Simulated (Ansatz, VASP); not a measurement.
# C (Diamond) in two plane-wave programs

Aim: how closely do two programs agree when they are given the same cell, functional and k mesh? The cell is taken from a series of VASP runs on this material, whose earlier steps may have relaxed, scaled or displaced it; both programs get it as it stands. Valence electrons are named where the data sets of a main pair hold unlike numbers.

Program: Ansatz 0.2.0. Level of theory: plane waves, with VASP 6.6.1 beside it; elastic constants at PBE with D3(BJ) and band structure at HSE06. Results are calculated unless marked as measured.

### 1. The starting structure

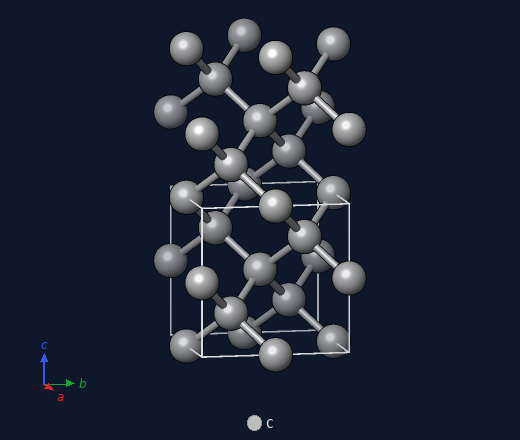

The cell as given, slightly off an axis (carbon light grey). 1×1×2 cells are drawn. This picture shows the conventional cell, with its axes. Some periodic images of atoms are drawn too.

Structure file:

```cif
data_structure
_symmetry_space_group_name_H-M 'Fd-3m:1'
_symmetry_Int_Tables_number 227
_cell_length_a 3.5587
_cell_length_b 3.5587
_cell_length_c 3.5587
_cell_angle_alpha 90.000
_cell_angle_beta 90.000
_cell_angle_gamma 90.000
_cell_volume 45.07
loop_
_atom_site_label
_atom_site_type_symbol
_atom_site_symmetry_multiplicity
_atom_site_Wyckoff_symbol
_atom_site_fract_x
_atom_site_fract_y
_atom_site_fract_z
_atom_site_occupancy
C1 C 8 b 0.00000 0.00000 0.50000 1
```

### 2. Ansatz: elastic constants, PBE with D3(BJ)

Ansatz runs on its default PAW (the set named soft_2) files.

Elastic constants are differences of stresses under small strains, so they test the stress and the mesh.

input.yaml reads:

```yaml
crystal:
  lattice:
    - [0.0, 1.7793663622, 1.7793663622]
    - [1.7793663622, 0.0, 1.7793663622]
    - [1.7793663622, 1.7793663622, 0.0]
  atoms:
    - { symbol: C, position: [0.0, 0.0, 0.0] }
    - { symbol: C, position: [0.25, 0.25, 0.25] }
hamiltonian:
  xc: pbe
  pseudopotentials: { kind: paw }
  dispersion: d3bj
kpoints:
  mp_grid: { grid: [13, 13, 13] }
scf:
  occupations: { method: gaussian, width: 0.05 }
elastic:
  mode: relaxed_ion
  stencil: two_point
output:
  forces: true
  stress: true
```

On the command line:

```console
ansatz run input.yaml --threads 4 --pin off --max-ram 9216MiB --backend cpu --events-out ev --progress --plain --runs-dir out
```

Numbers of over 12 decimals in the logs are rounded to 6 here.

Output:

```text
Engine: ansatz 0.2.0, aarch64-unknown-linux-gnu
Pseudopotentials: kind: paw
Pseudopotential: C, paw, valence charge 4, recommended cutoff 420 eV (normal), C.paw.azcp
Functional definition: PBE
  parameter kappa = 0.804
  parameter beta = 0.066725
  exchange = pbe_x(kappa = kappa, mu = beta*pi^2/3)
  correlation = pbe_c(beta = beta)
Crystal: 2 atoms, lattice volume = 11.267 Å³
Basis set: ecut = 420 eV, 229 PW (Γ), exchange–correlation on 36×36×36 points (8 copies of the dense FFT grid, shifted against one another)
Bands: 8, of which v1, the nominal top of the filled ones, is band 4 counted from 1 (3 counted from 0)
Symmetry: 48 space group operations
Space group: Fd-3m (ITA 227), of the structure as read, at distance tolerance 2.2e-5 Å
k-points: 84 of 2197
Non-local potential: C, projectors of the file, l = 0: 2, l = 1: 2, l = 2: 1
PAW form: soft (Blöchl's): semilocal exchange-correlation on the pseudo side does not see the compensation charge
PAW one-centre angular grid: C, 110 points (default); XC on 64 Gauss nodes
Initial density: superposition of atomic densities (neutral atoms: chi_scale 0, normalization atom), corrected by the library's trained network
Initial wavefunctions: pseudopotential atomic-orbital guess
Functional: x = pbe(κ = 0.804, μ = 0.219515), c = pbe(β = 0.066725)
SCF iter   1: F=—  HF=-501.999100 eV  |F-HF|=—  |Δ(HF+E_count)|=         —  Δρ=1.72e-3  dr2=6.95e-5  ethr=1.77e-3  ⟨swp⟩=4.8  Hψ=4370  notcnv=0
preconditioner: auto → none  [insulator: Δε(μ)=4.172 eV  Ē_g=19.731 eV  σ=0.050 eV  W_gap=1.00  n_scr=0 (ndim 8)  ℏωp=31.3 eV  f_vac=0.000  D(μ)=0.00/eV (n_scr^D=0)  ε∞_Penn≈3.5]
SCF iter   2: F=—  HF=-501.999197 eV  |F-HF|=—  |Δ(HF+E_count)|=   9.67e-5  Δρ=8.89e-4  dr2=2.03e-5  ethr=8.68e-7  ⟨swp⟩=2.0  Hψ=1673  notcnv=0
SCF iter   3: F=—  HF=-501.999254 eV  |F-HF|=—  |Δ(HF+E_count)|=   5.75e-5  Δρ=1.40e-4  dr2=1.46e-6  ethr=2.54e-7  ⟨swp⟩=2.1  Hψ=997  notcnv=0
SCF iter   4: F=—  HF=-501.999255 eV  |F-HF|=—  |Δ(HF+E_count)|=   1.18e-6  Δρ=6.51e-5  dr2=2.96e-7  ethr=1.82e-8  ⟨swp⟩=1.0  Hψ=676  notcnv=0
SCF iter   5: F=—  HF=-501.999255 eV  |F-HF|=—  |Δ(HF+E_count)|=   6.97e-8  Δρ=8.57e-6  dr2=3.96e-9  ethr=3.70e-9  ⟨swp⟩=2.2  Hψ=995  notcnv=0
SCF iter   6: F=—  HF=-501.999255 eV  |F-HF|=—  |Δ(HF+E_count)|=  8.75e-10  Δρ=1.57e-6  dr2=1.28e-10  ethr=4.95e-11  ⟨swp⟩=2.1  Hψ=1004  notcnv=0
SCF iter   7: F=—  HF=-501.999255 eV  |F-HF|=—  |Δ(HF+E_count)|=  2.68e-11  Δρ=2.50e-7  dr2=3.85e-12  ethr=1.60e-12  ⟨swp⟩=2.2  Hψ=995  notcnv=0
SCF iter   8: F=—  HF=-501.999255 eV  |F-HF|=—  |Δ(HF+E_count)|=  1.14e-12  Δρ=4.27e-8  dr2=1.21e-13  ethr=4.81e-14 (applied; sched 1.00e-12)  ⟨swp⟩=2.0  Hψ=998  notcnv=0
SCF iter   9: F=-501.999255 eV  HF=-501.999255 eV  |F-HF|=1.14e-13  |Δ(HF+E_count)|=  1.14e-13  Δρ=1.42e-9  dr2=1.37e-16  ethr=1.00e-12  ⟨swp⟩=3.8  Hψ=1810  notcnv=0
SCF 1 converged in 9 iterations: F = -501.999255 eV  dr2 = 1.37e-16
  greatest PAW one-centre occupation: 0.645 electrons in one spin orbital (limit 2), on the C atom at site 1 (counted from 0), in its partial waves of l = 0
Crystal: 2 atoms, lattice volume = 11.245 Å³
Symmetry: 16 space group operations
k-points: 196 of 2197
Initial density: handed on by an earlier stage of this run
Initial wavefunctions: those handed on with the density
iter 1 solved again at ethr=3.34e-7 eV; its pass at ethr=3.10e-3 eV (dr2=2.67e-5 eV) is discarded
SCF iter   1: F=—  HF=-501.999156 eV  |F-HF|=—  |Δ(HF+E_count)|=         —  Δρ=5.37e-4  dr2=2.59e-5  ethr=3.34e-7  ⟨swp⟩=2.0  Hψ=11793  notcnv=0
preconditioner: auto → none  [insulator: Δε(μ)=4.120 eV  Ē_g=19.759 eV  σ=0.050 eV  W_gap=1.00  n_scr=0 (ndim 8)  ℏωp=31.3 eV  f_vac=0.000  D(μ)=0.00/eV (n_scr^D=0)  ε∞_Penn≈3.5]
SCF iter   2: F=—  HF=-501.999150 eV  |F-HF|=—  |Δ(HF+E_count)|=   6.41e-6  Δρ=2.23e-4  dr2=4.48e-6  ethr=3.24e-7  ⟨swp⟩=1.5  Hψ=1770  notcnv=0
SCF iter   3: F=—  HF=-501.999149 eV  |F-HF|=—  |Δ(HF+E_count)|=   9.58e-7  Δρ=1.94e-5  dr2=2.33e-8  ethr=5.61e-8  ⟨swp⟩=2.0  Hψ=2352  notcnv=0
SCF iter   4: F=—  HF=-501.999149 eV  |F-HF|=—  |Δ(HF+E_count)|=   7.19e-8  Δρ=3.83e-6  dr2=1.21e-9  ethr=2.92e-10  ⟨swp⟩=2.1  Hψ=2316  notcnv=0
SCF iter   5: F=—  HF=-501.999149 eV  |F-HF|=—  |Δ(HF+E_count)|=  4.63e-10  Δρ=2.80e-7  dr2=5.95e-12  ethr=1.52e-11  ⟨swp⟩=2.2  Hψ=2382  notcnv=0
SCF iter   6: F=-501.999149 eV  HF=-501.999149 eV  |F-HF|=0.00e0  |Δ(HF+E_count)|=  1.59e-12  Δρ=1.73e-8  dr2=2.39e-14  ethr=1.00e-12  ⟨swp⟩=2.8  Hψ=6015  notcnv=0
SCF 2 converged in 6 iterations: F = -501.999149 eV  dr2 = 2.39e-14
Crystal: 2 atoms, lattice volume = 11.290 Å³
iter 1 solved again at ethr=2.34e-11 eV; its pass at ethr=3.10e-3 eV (dr2=1.87e-9 eV) is discarded
SCF iter   1: F=—  HF=-501.998983 eV  |F-HF|=—  |Δ(HF+E_count)|=         —  Δρ=1.09e-5  dr2=1.80e-9  ethr=2.34e-11  ⟨swp⟩=2.1  Hψ=12182  notcnv=0
preconditioner: auto → none  [insulator: Δε(μ)=4.134 eV  Ē_g=19.700 eV  σ=0.050 eV  W_gap=1.00  n_scr=0 (ndim 8)  ℏωp=31.3 eV  f_vac=0.000  D(μ)=0.00/eV (n_scr^D=0)  ε∞_Penn≈3.5]
SCF iter   2: F=—  HF=-501.998984 eV  |F-HF|=—  |Δ(HF+E_count)|=   3.61e-7  Δρ=5.51e-6  dr2=4.63e-10  ethr=2.25e-11  ⟨swp⟩=1.0  Hψ=1568  notcnv=0
[...]
relax step   2: F+E_penalty+E_count = -501.99915101 eV  Δ(F+E_penalty+E_count) = -5.658e-7 eV  max|allowed force component| = 6.790e-8 eV/Å  Δτ_max = 0.0001 Å  (8 SCF iters, accepted)
iter 1 solved again at ethr=1.00e-12 eV; its pass at ethr=3.10e-3 eV (dr2=1.38e-15 eV) is discarded
SCF iter   1: F=—  HF=-501.999151 eV  |F-HF|=—  |Δ(HF+E_count)|=         —  Δρ=3.20e-9  dr2=2.14e-16  ethr=1.00e-12  ⟨swp⟩=1.3  Hψ=19647  notcnv=0
iter 2 did not close the SCF: its close was put off for the readings that it lacked (scf_convergence_deferred on its scf_iter line)
SCF iter   2: F=-501.999151 eV  HF=-501.999151 eV  |F-HF|=1.14e-13  |Δ(HF+E_count)|=   3.66e-7  Δρ=1.57e-9  dr2=5.26e-17  ethr=1.25e-15 (applied; sched 1.00e-12)  ⟨swp⟩=2.0  Hψ=4109  notcnv=0
iter 3 did not close the SCF: its close was put off for the readings that it lacked (scf_convergence_deferred on its scf_iter line)
SCF iter   3: F=-501.999151 eV  HF=-501.999151 eV  |F-HF|=5.68e-14  |Δ(HF+E_count)|=  5.68e-14  Δρ=1.04e-9  dr2=2.30e-17  ethr=1.25e-15 (applied; sched 1.00e-12)  ⟨swp⟩=1.0  Hψ=2744  notcnv=0
iter 4 did not close the SCF: its close was put off for the readings that it lacked (scf_convergence_deferred on its scf_iter line)
SCF iter   4: F=-501.999151 eV  HF=-501.999151 eV  |F-HF|=5.68e-14  |Δ(HF+E_count)|=  1.14e-13  Δρ=5.72e-10  dr2=6.87e-18  ethr=1.25e-15 (applied; sched 1.00e-12)  ⟨swp⟩=1.0  Hψ=2744  notcnv=0
iter 5 did not close the SCF: its close was put off for the readings that it lacked (scf_convergence_deferred on its scf_iter line)
SCF iter   5: F=-501.999151 eV  HF=-501.999151 eV  |F-HF|=0.00e0  |Δ(HF+E_count)|=  1.71e-13  Δρ=4.74e-10  dr2=4.73e-18  ethr=1.25e-15 (applied; sched 1.00e-12)  ⟨swp⟩=1.0  Hψ=2744  notcnv=0
SCF iter   6: F=-501.999151 eV  HF=-501.999151 eV  |F-HF|=0.00e0  |Δ(HF+E_count)|=    0.00e0  Δρ=2.68e-10  dr2=1.50e-18  ethr=1.00e-12  ⟨swp⟩=1.0  Hψ=6860  notcnv=0
SCF 10 converged in 6 iterations: F = -501.999151 eV  dr2 = 1.50e-18
SCF converged after 9 iterations
Free energy (F): -501.999255 eV
Harris-Foulkes:  -501.999255 eV  (|F-HF|=1.14e-13)
Internal energy: -501.999255 eV  (E = F + TS)
E sigma→0 (E₀):  -501.999255 eV
Fermi energy:    15.520321 eV
--- Per-component energies (eV) ---
  E_band       = 35.349513
  E_kinetic    = 185.001360
  E_local      = -121.908522  (includes V_loc(G=0)·N_el)
  E_nonlocal   = 53.400026
  E_hartree    = 26.674386
  E_xc         = -97.552246
  E_vxc        = -121.115877  (∫ρ·V_xc dr)
  E_paw        = -198.484748  (= ΣΔE_a)
  E_vpaw       = -13.376263  (= ΣTr[D̂ρ^β])
  E_aug_tail   = 0.000017  (compensation charges beyond the density's cutoff)
  E_ewald      = -348.744289
  E_disp       = -0.385239  (pairwise vdW)
  E_smearing   = -0.000000  (= −TS)
  E_closure    = 0.000000  (closes the sum)
  Σ components = -501.999255   (vs F -501.999255, Δ=0.00e0)
--- Forces (eV/Å), atoms counted from 1 ---
  atom   1  C      0.00000000     0.00000000    -0.00000000
  atom   2  C      0.00000000     0.00000000     0.00000000
  max |Σ_I F_I| component: 1.17e-16 eV/Å
--- Stress (GPa, compression-positive) ---
       -0.679181       0.000000      -0.000000
        0.000000      -0.679181      -0.000000
        0.000000       0.000000      -0.679181
  P = ⅓ Tr σ = -0.6792 GPa (-6.792 kbar)
--- Band table (eV; the first three rows and the last of 84) ---
  k-point 0: bands = ["-8.1315", "13.4381", "13.4381", "13.4381", "19.0509", "19.0509", "19.0509", "26.8704"]
  k-point 1: bands = ["-7.9669", "12.3657", "13.1570", "13.1570", "19.4190", "19.4190", "19.6865", "27.0083"]
  k-point 2: bands = ["-7.4748", "10.0864", "12.5233", "12.5233", "20.2519", "20.2519", "20.7223", "27.4091"]
  k-point 83: bands = ["0.6152", "2.0707", "4.7280", "5.7130", "23.6625", "23.7584", "25.6004", "26.8980"]
--- Elastic constants: 2 strain directions × 2 members + reference (group order 48) ---
  dense FFT box of the reference and of every strained cell: 18×18×18
  strains applied: 11, 23; error gains: componentwise 1.00 (the most a stress slope's error grows in a printed constant), spectral 1.73 (1 for all six strains in a standard setting)
  pairwise dispersion correction: d3bj (s6 = 1.0, s8 = 0.7875, a1 = 0.4289, a2_bohr = 4.4407), with the weights of each atom's references fixed at the reference crystal's, and the forces and stress that the weights' published response gives there kept as a pressure on the atom's counted neighbours (hamiltonian.dispersion)
  C = ∂σ_k/∂η_j (tension-positive GPa; Voigt order 11 22 33 23 13 12):
      1063.928    126.304    126.304      0.000      0.000     -0.000
       126.304   1063.928    126.304     -0.000      0.000     -0.000
       126.304    126.304   1063.928     -0.000     -0.000     -0.000
         0.000      0.000      0.000    570.853     -0.000     -0.000
         0.000     -0.000     -0.000      0.000    570.853      0.000
        -0.000      0.000     -0.000     -0.000     -0.000    570.853
  reference stress σ⁰ (GPa):      0.679      0.679      0.679     -0.000     -0.000     -0.000
  C* (energy form; C + prestress term) asymmetry max|C*_kj − C*_jk| = 8.527e-14 GPa — a small one proves nothing (zero by symmetry where the batch's group is 432, −43m or m−3m); a large one is finite-difference/SCF noise where every solve meets its electron count
  moduli (Voigt/Reuss/Hill, GPa): K = 438.85/438.85/438.85   G = 530.04/525.13/527.58   E = 1129.94   ν = 0.071
  mechanically stable: yes (min eigenvalue of sym C = 570.85 GPa)
  strain η (Voigt 11):  stress-route row diagonal C_11 = 1063.93 GPa, energy-path curvature d²(F+E_count+ΔE)/dδ²/Ω₀ = 1064.09 GPa
         δ    σ_11 (GPa)             F (eV)   n_scf  n_hpsi   n_pw
    -2.000e-3      -1.4523        -501.9991490       6   28946    229   relax 0 steps, max|allowed force component| 2.22e-16 eV/Å
     2.000e-3       2.8034        -501.9989836       4   23107    229   relax 0 steps, max|allowed force component| 2.08e-16 eV/Å
  strain η (Voigt 23):  stress-route row diagonal C_44 = 570.85 GPa, energy-path curvature d²(F+E_count+ΔE)/dδ²/Ω₀ = 572.38 GPa
         δ    σ_23 (GPa)             F (eV)   n_scf  n_hpsi   n_pw
    -2.000e-3      -1.1417        -501.9991510       6   42921    229   relax 3 steps, max|allowed force component| 7.02e-8 eV/Å
     2.000e-3       1.1417        -501.9991510       6   42890    229   relax 2 steps, max|allowed force component| 6.79e-8 eV/Å
```

It took 5.5 s on 4 threads of Arm Neoverse V1, shared host; peak memory 0.31 GiB.

(Continued in part 2 of 3.)

[Lines on the potential files, build, host, timing and source positions are cut from VASP's logs without a mark.]

[Logs are printed without paths, hosts, clocks, repeated set-up lines and the standing remarks that a program may print on its own settings, such as how far it seeks lower states.]

[Hosts, paths, dates, database ids (printed as entryN), source tags and the programs' standing remarks are cut or masked in the printed files.]
